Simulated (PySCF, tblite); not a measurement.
# C4H7O2 radical: geometry, infrared bands and EPR parameters

Wanted: the infrared bands and EPR parameters of C4H7O2 radical (`[CH2]CC(=O)OC`), by calculation.

Computed with tblite 0.8.0 and PySCF 2.14.0, with density-fitted response routines of our own, on a single molecule in the gas phase. Atoms are numbered from 0 throughout.

**1. Starting geometry**

13 atoms, charge 0, multiplicity 2; geometry from: force field or distance geometry start.

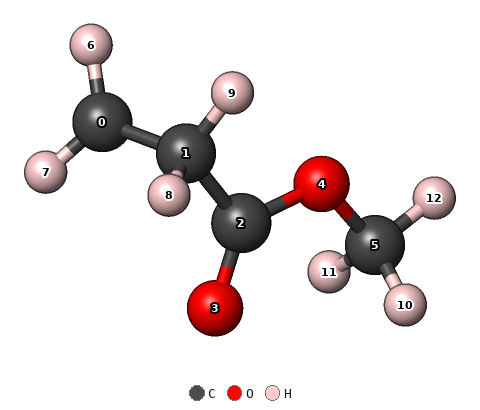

The starting geometry (carbon dark grey, oxygen red, hydrogen pink), atoms numbered.

**2. Geometry optimisation with GFN2-xTB**

What the job is given:

```
{"job": {"kind": "relax", "xc": "GFN2-xTB", "basis": "xTB"}, "charge": 0, "multiplicity": 2}
C     -2.145400    -0.097800    -0.509500
C     -1.328000     0.167400     0.688600
C      0.061400    -0.338500     0.356300
O      0.345800    -1.549600     0.408600
O      0.971100     0.643200    -0.030000
C      2.278000     0.227500    -0.378100
H     -2.689400     0.731900    -0.951300
H     -2.399000    -1.104700    -0.751200
H     -1.623800    -0.383200     1.611400
H     -1.289900     1.235500     0.935100
H      2.756900    -0.234600     0.495600
H      2.248800    -0.471500    -1.238300
H      2.809100     1.174900    -0.654800
```

The run is started by

```bash
$ OMP_NUM_THREADS=1 python probes_run.py task.json out
```

The driver reads the jobs from task.json and runs them one after another.

The log of the run:

```text
step      E/eV     max force
  0    -548.96980    3.246
  1    -549.07308    3.601
  2    -549.15635    0.542
  3    -549.17314    0.392
  4    -549.19805    0.232
  5    -549.20250    0.173
  6    -549.20932    0.162
  7    -549.21275    0.166
  8    -549.21668    0.134
  9    -549.21847    0.089
 10    -549.21970    0.092
 11    -549.22085    0.129
 12    -549.22237    0.123
 13    -549.22387    0.128
 14    -549.22517    0.116
 15    -549.22631    0.104
 16    -549.22746    0.115
 17    -549.22859    0.093
 18    -549.22981    0.119
 19    -549.23142    0.123
 20    -549.23370    0.183
 21    -549.23642    0.189
 22    -549.23897    0.132
 23    -549.24117    0.145
 24    -549.24351    0.135
 25    -549.24638    0.204
 26    -549.24901    0.233
 27    -549.24752    0.430
 28    -549.25250    0.105
 29    -549.25371    0.099
 30    -549.25651    0.119
 31    -549.25746    0.101
 32    -549.25856    0.106
 33    -549.25937    0.115
 34    -549.26076    0.118
 35    -549.26243    0.112
 36    -549.26411    0.123
 37    -549.26538    0.123
 38    -549.26660    0.102
 39    -549.26782    0.112
 40    -549.26828    0.153
 41    -549.26927    0.065
 42    -549.26964    0.060
 43    -549.27000    0.054
 44    -549.27028    0.056
 45    -549.27063    0.045
 46    -549.27092    0.045
 47    -549.27119    0.054
 48    -549.27147    0.051
 49    -549.27179    0.047
 50    -549.27214    0.055
 51    -549.27254    0.056
 52    -549.27298    0.054
 53    -549.27338    0.048
 54    -549.27368    0.047
 55    -549.27393    0.049
 56    -549.27417    0.040
 57    -549.27437    0.033
 58    -549.27451    0.023
 59    -549.27460    0.022
 60    -549.27468    0.027
 61    -549.27478    0.028
 62    -549.27487    0.035
 63    -549.27494    0.026
 64    -549.27500    0.022
 65    -549.27505    0.025
 66    -549.27513    0.033
 67    -549.27525    0.044
 68    -549.27540    0.045
 69    -549.27554    0.027
 70    -549.27563    0.022
 71    -549.27569    0.021
 72    -549.27574    0.019
 73    -549.27580    0.020
 74    -549.27586    0.019
 75    -549.27591    0.017
 76    -549.27593    0.017
 77    -549.27597    0.019
 78    -549.27601    0.022
 79    -549.27606    0.019
 80    -549.27610    0.015
 81    -549.27613    0.017
 82    -549.27616    0.020
 83    -549.27620    0.018
 84    -549.27624    0.020
 85    -549.27626    0.015
 86    -549.27628    0.012
 87    -549.27629    0.014
 88    -549.27631    0.014
 89    -549.27633    0.015
 90    -549.27634    0.008
```

Wall time 1.1 s (1 thread of AMD EPYC, shared host).

Along the way: (not every step is listed)

```tsv
step	energy from step 0 (eV)	largest force (eV/Å)
0	0.0000	3.2458
1	-0.1033	3.6006
2	-0.1866	0.5421
3	-0.2033	0.3924
4	-0.2283	0.2323
5	-0.2327	0.1732
6	-0.2395	0.1617
7	-0.2430	0.1661
8	-0.2469	0.1342
15	-0.2565	0.1040
22	-0.2692	0.1321
29	-0.2839	0.0987
36	-0.2943	0.1231
43	-0.3002	0.0536
50	-0.3023	0.0551
57	-0.3046	0.0331
64	-0.3052	0.0224
71	-0.3059	0.0211
78	-0.3062	0.0222
85	-0.3065	0.0146
86	-0.3065	0.0118
87	-0.3065	0.0140
88	-0.3065	0.0145
89	-0.3065	0.0153
90	-0.3065	0.0081
```

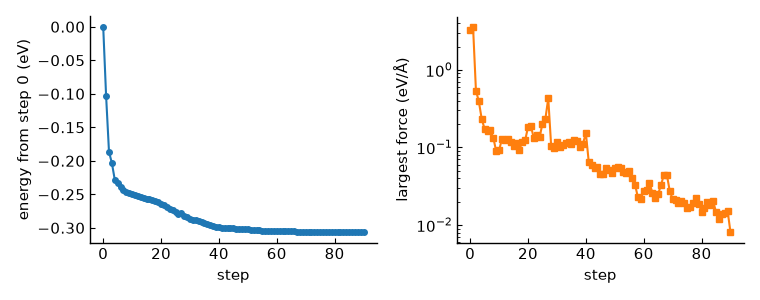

Energy and force, step by step.

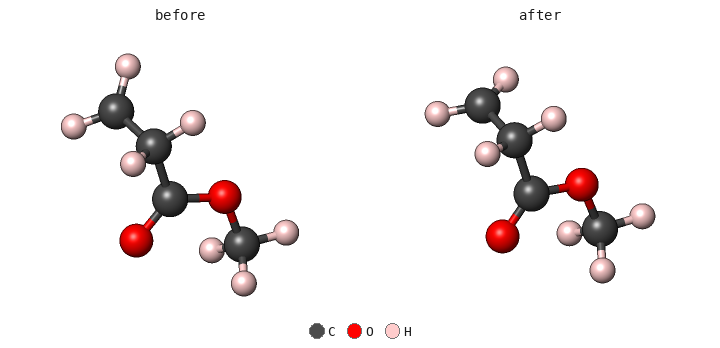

Before and after, at one scale.

Close pairs (by a distance rule), those that changed most:

```tsv
bond	before (Å)	after (Å)	change (Å)
C2–O4	1.393	1.337	-0.056
C2–O3	1.245	1.202	-0.043
C5–H12	1.121	1.087	-0.034
C1–H8	1.115	1.089	-0.026
C5–H11	1.109	1.092	-0.017
C1–C2	1.516	1.531	+0.016
C0–H6	1.086	1.073	-0.013
C1–H9	1.097	1.089	-0.007
```

The next job starts from the end point, and lists it.

**3. Harmonic vibrations with GFN2-xTB**

What the job is given:

```
{"job": {"kind": "ir", "xc": "GFN2-xTB", "basis": "xTB"}, "charge": 0, "multiplicity": 2}
C     -2.036147    -0.044453    -0.470373
C     -1.338175     0.131739     0.809675
C      0.071147    -0.371411     0.485846
O      0.434419    -1.512404     0.588327
O      0.821449     0.621713    -0.002303
C      2.120005     0.261061    -0.456424
H     -1.920425     0.688928    -1.245060
H     -2.455080    -0.998641    -0.724479
H     -1.757609    -0.489358     1.599821
H     -1.276763     1.177150     1.109914
H      2.678129    -0.230450     0.342755
H      2.047361    -0.420671    -1.306152
H      2.607302     1.187283    -0.749275
```

The log of the run:

```text
mode    cm-1     km/mol
  1      51.2      0.11
  2      93.2      2.34
  3     132.7      3.70
  4     218.5      3.20
  5     233.7      2.17
  6     266.3     10.23
  7     391.6      7.14
  8     569.7     44.87
  9     615.5     40.90
 10     680.8     49.72
 11     807.1      0.49
 12     866.2     18.19
 13     988.4     23.05
 14    1060.3     24.97
 15    1119.4    153.21
 16    1121.7      2.41
 17    1150.3     11.23
 18    1167.7    176.50
 19    1193.8     72.21
 20    1216.1     40.92
 21    1384.0      1.32
 22    1386.0      7.00
 23    1432.0      2.32
 24    1442.0      7.81
 25    1463.0      4.36
 26    1772.2    480.89
 27    2978.5     14.37
 28    2989.8     11.21
 29    2991.0     13.97
 30    3010.1     14.52
 31    3045.7      8.52
 32    3133.4      7.47
 33    3179.1     21.58
```

It took 0.83 s on 1 thread of AMD EPYC, shared host.

Which atoms move in the most intense modes:

```tsv
cm⁻¹	km/mol	atoms
570	44.9	H6 33 %, H7 32 %, C0 21 %
616	40.9	C1 23 %, C2 23 %, O3 14 %, O4 10 %
681	49.7	C2 63 %, O3 11 %
1119	153.2	C1 27 %, C0 24 %, C2 15 %
1168	176.5	H8 20 %, C2 20 %, C1 14 %, O4 13 %
1194	72.2	H9 67 %
1216	40.9	H8 58 %, C1 14 %, C2 12 %
1772	480.9	C2 63 %, O3 36 %
```

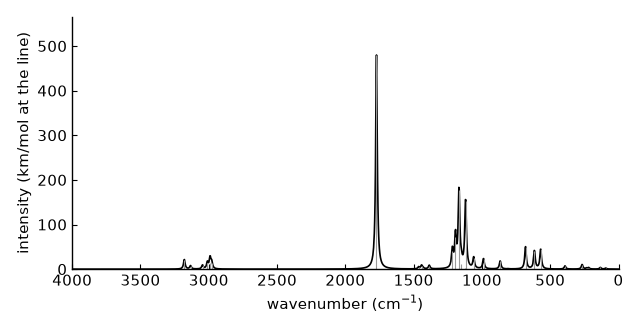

The infrared spectrum from these modes, unscaled. Lines are broadened to a width of 14 cm⁻¹ (Lorentzian).

**4. EPR parameters: B3LYP/pcH-1**

Same as in step 3 but for these lines:

```diff
@@ -1,2 +1,2 @@
-{"job": {"kind": "ir", "xc": "GFN2-xTB", "basis": "xTB"}, "charge": 0, "multiplicity": 2}
+{"job": {"kind": "epr", "basis": "pcH-1"}, "charge": 0, "multiplicity": 2}
 C     -2.036147    -0.044453    -0.470373
```

Method: UKS B3LYP, pcH-1 on C H O, non-relativistic, mean-field spin-orbit, GIAO.

The log of the run:

```text
UKS, coarse grid
  cycle   1  E = -306.88876701  |g| = 6.75e-01
  cycle   2  E = -306.42823591  |g| = 1.30e+00
  cycle   3  E = -307.03172997  |g| = 2.37e-01
  cycle   4  E = -307.05153066  |g| = 8.25e-02
  cycle   5  E = -307.05358082  |g| = 2.46e-02
  cycle   6  E = -307.05385231  |g| = 5.62e-03
  cycle   7  E = -307.05387045  |g| = 1.72e-03
  cycle   8  E = -307.05387235  |g| = 8.50e-04
UKS, final grid
  cycle   1  E = -307.05386344  |g| = 9.04e-04
  cycle   2  E = -307.05386328  |g| = 1.14e-03
  cycle   3  E = -307.05386381  |g| = 2.54e-04
  cycle   4  E = -307.05386383  |g| = 4.66e-05
  cycle   5  E = -307.05386383  |g| = 3.18e-05
  cycle   6  E = -307.05386384  |g| = 4.01e-06
E = -307.05386384 Eh   <S^2> = 0.7542 (exact 0.7500)
g shifts (ppm)      1          2          3
  rmc          -153       -153       -153
  gc              6         35         22
  oz_so          73        831       1214
  total         -73        713       1083
hyperfine (MHz)  atom isotope    a_iso     a_fc   dipolar eigenvalues
    0   13C      99.96      99.96    -79.88    -79.06    158.95
    1   13C     -29.92     -29.92     -3.11      1.06      2.05
    2   13C      98.84      98.84     -7.26     -5.96     13.22
    3   17O      -2.42      -2.42    -15.35      6.10      9.25
    4   17O      -3.07      -3.07     -4.16      1.50      2.65
    5   13C       1.08       1.08     -0.48     -0.42      0.90
    6    1H     -60.77     -60.77    -38.32     -0.53     38.85
    7    1H     -60.85     -60.85    -38.35     -0.43     38.78
    8    1H      31.48      31.48     -4.84     -4.01      8.85
    9    1H      45.48      45.48     -4.74     -4.26      9.00
   10    1H       0.41       0.41     -0.99     -0.85      1.84
   11    1H       1.20       1.20     -1.18     -1.03      2.21
   12    1H       0.07       0.07     -0.84     -0.75      1.59
```

It took 74 s on 1 thread of AMD EPYC, shared host; peak memory 0.86 GiB.

Principal g values 2.00225, 2.00303, 2.00340; g(iso) = 2.00289, against 2.00232 for a free electron.

Mean a(iso) over the nuclei that a row names, and the largest dipolar term of the row (other rows stand at the frozen geometry):

```tsv
nuclei	isotope	a(iso) (MHz)	a(iso) (G, at g = 2.0023)	largest dipolar term (MHz)
C0	13C	100.0	35.7	158.9
C2	13C	98.8	35.3	13.2
H6, H7	1H	-60.8	-21.7	38.8
H8, H9	1H	38.5	13.7	9.0
C1	13C	-29.9	-10.7	-3.1
O4	17O	-3.1	-1.1	-4.2
O3	17O	-2.4	-0.9	-15.4
C5	13C	1.1	0.4	0.9
H10, H11, H12	1H	0.6	0.2	2.2
```

Mulliken spin populations:

C0 1.05; C1 -0.08; C2 0.04; O3 0.04; O4 0.01; C5 0.00; H6 -0.04; H7 -0.04; H8 0.01; H9 0.02; H10 0.00; H11 0.00; H12 0.00

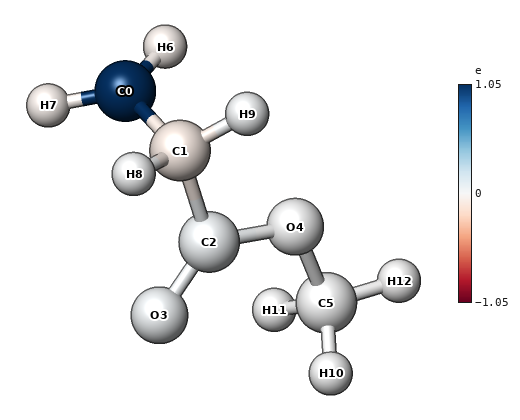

Mulliken spin populations, as colours on the atoms.

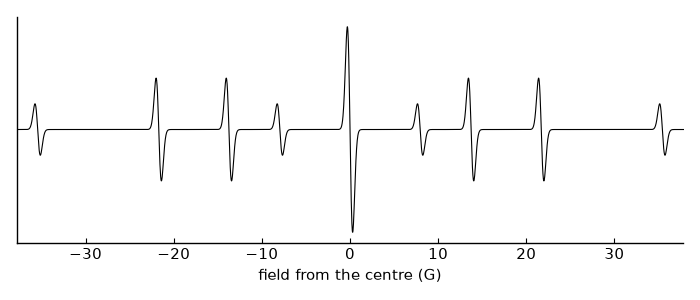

First-order isotropic spectrum (first derivative, main isotopes with spin only, couplings over 0.8 MHz, Gaussian width 0.3 G; couplings of the frozen geometry, rotation of groups not averaged beyond the rows shown).

Orbitals, density, ELF and potential are computed afterwards from the orbital file.

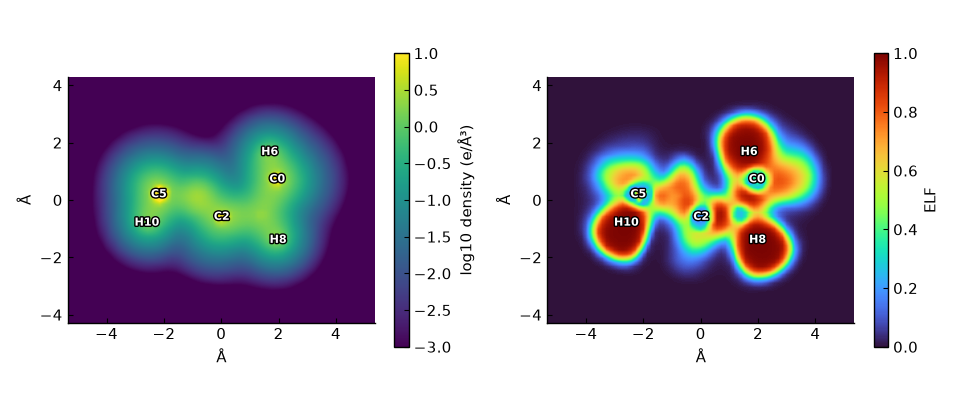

Density (left) and ELF (right) in a plane through or near 6 of the atoms.

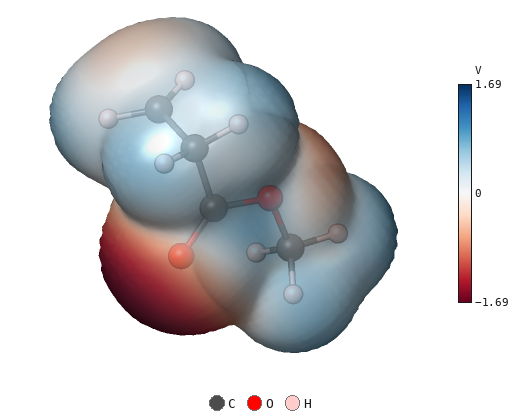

Electrostatic potential on the surface of density 0.002 e/bohr³; red is low, blue high. It runs, from the 1st to the 99th percentile, from -1.69 V near O3 to 0.99 V near H12.

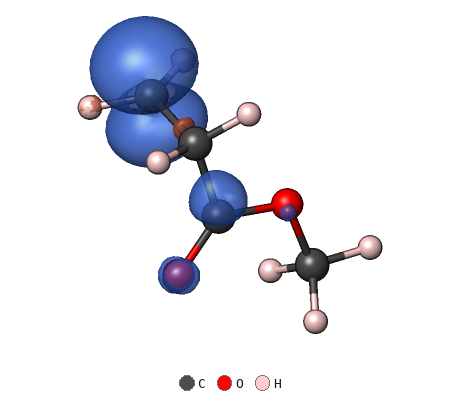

Spin density at ±0.04 e/Å³ (alpha excess blue, beta excess red).

**5. Outcome**

| quantity | value |
| --- | --- |
| strongest single infrared mode (GFN2-xTB) | 1772 cm⁻¹, 481 km/mol |
| zero-point energy (GFN2-xTB) | 63.1 kcal/mol |
| g(iso) (B3LYP) | 2.00289 |
| ⟨S²⟩ | 0.754 (exact 0.75) |
| largest a(iso) (averaged by class) | 13C on C0, 100.0 MHz |
| surface potential, 1st and 99th percentile | -1.69 V and 0.99 V |

**Reading.** Over 90 steps the energy fell by 0.307 eV; of the close pairs, C2–O4 changed most, 1.393 to 1.337 Å. All 33 modes are real, so the xTB geometry is a minimum. The strongest single mode, at 1772 cm⁻¹, moves mainly C2 and O3. Unscaled tight-binding wavenumbers are off by several per cent, some by more. Its intensities can rank the bands wrongly. C0 carries the largest spin population, 1.05 e. The isotropic g lies 0.6 ppt above the free-electron value.
